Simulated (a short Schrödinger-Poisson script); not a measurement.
Stack: MOS inversion layer, SiO2 on p-type Ge(111), at 400 K.

```
layer  material  thickness (nm)  Na (cm⁻³)
-----  --------  --------------  ---------
1          SiO2               1          -
2            Ge             780     8.4e17
```

Constants are typed, rounded textbook-type inputs, not results; the design itself was drawn at random and stands for no fabricated device. SiO2: permittivity 3.9, conduction-band edge (eV) 3.1, gap (eV) 9, electron mass (mₑ) 0.5. Ge: permittivity 16, conduction-band edge (eV) 0, gap (eV) 0.664, Nv at 300 K (cm⁻³) 6e18.

Channel valleys (confinement mass, in-plane density-of-states mass, number): L1 1.59, 0.08, 1; L3 0.09, 0.34, 3. At the gate the conduction-band edge of layer 1 lies 3.29 eV − eVg above the Fermi level of the channel; the field vanishes at the back. Gaps are held at their typed values at every temperature. Mesh 0.03 nm at interfaces.

From a short Schrödinger-Poisson script (our own, NumPy): 1D Poisson equation in equilibrium, electrons quantum, Hartree (BenDaniel-Duke, 12 states a valley, the channel's in-plane mass for all, wave functions ending at the dielectric), parabolic valleys, classical holes, full ionisation, no traps, pinning or gate leakage.

Only gate voltages with over 1e8 electrons/cm² are shown.

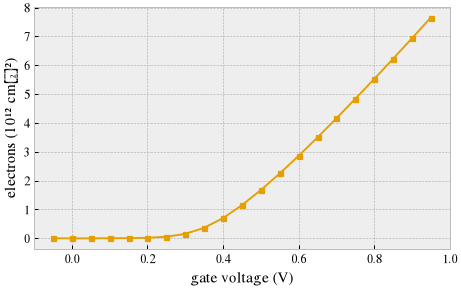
Figure. Sheet density against gate voltage

| Vg (V) | electrons (cm⁻²) | C (μF/cm²) | L1 E0 (meV) | L1 E1 (meV) | L3 E0 (meV) | L3 E1 (meV) |
|---|---|---|---|---|---|---|
| -0.05 | 1.37e8 | 0.549 | 373.5 | 408.0 | 444.8 | 517.0 |
| 0 | 2.82e8 | 0.511 | 334.3 | 371.2 | 411.1 | 491.3 |
| 0.05 | 7.08e8 | 0.481 | 294.3 | 333.5 | 376.1 | 463.3 |
| 0.1 | 2.00e9 | 0.458 | 253.6 | 294.9 | 340.0 | 433.4 |
| 0.15 | 6.01e9 | 0.447 | 212.6 | 255.8 | 303.1 | 402.2 |
| 0.2 | 1.84e10 | 0.465 | 171.5 | 216.5 | 265.9 | 370.1 |
| 0.25 | 5.56e10 | 0.552 | 131.3 | 178.0 | 229.4 | 338.3 |
| 0.3 | 1.55e11 | 0.773 | 93.7 | 142.3 | 195.7 | 308.7 |
| 0.35 | 3.64e11 | 1.11 | 61.3 | 112.1 | 167.5 | 284.1 |
| 0.4 | 7.04e11 | 1.43 | 35.1 | 88.3 | 145.9 | 265.4 |
| 0.45 | 1.15e12 | 1.68 | 13.9 | 69.9 | 129.6 | 251.6 |
| 0.5 | 1.67e12 | 1.85 | -3.8 | 55.2 | 117.1 | 241.3 |
| 0.55 | 2.25e12 | 1.97 | -19.1 | 42.9 | 107.1 | 233.2 |
| 0.6 | 2.86e12 | 2.06 | -32.9 | 32.4 | 98.7 | 226.7 |
| 0.65 | 3.50e12 | 2.12 | -45.5 | 23.0 | 91.6 | 221.4 |
| 0.7 | 4.16e12 | 2.17 | -57.3 | 14.5 | 85.3 | 216.8 |
| 0.75 | 4.84e12 | 2.21 | -68.4 | 6.6 | 79.8 | 212.9 |
| 0.8 | 5.52e12 | 2.25 | -79.1 | -0.7 | 74.7 | 209.5 |
| 0.85 | 6.23e12 | 2.28 | -89.3 | -7.6 | 70.1 | 206.4 |
| 0.9 | 6.94e12 | 2.30 | -99.3 | -14.1 | 65.9 | 203.7 |
| 0.95 | 7.65e12 | 2.33 | -108.9 | -20.4 | 61.9 | 201.3 |

Subbands count from the Fermi level.

Only the L valleys are kept; under strong confinement the Δ valleys of Ge fill too.
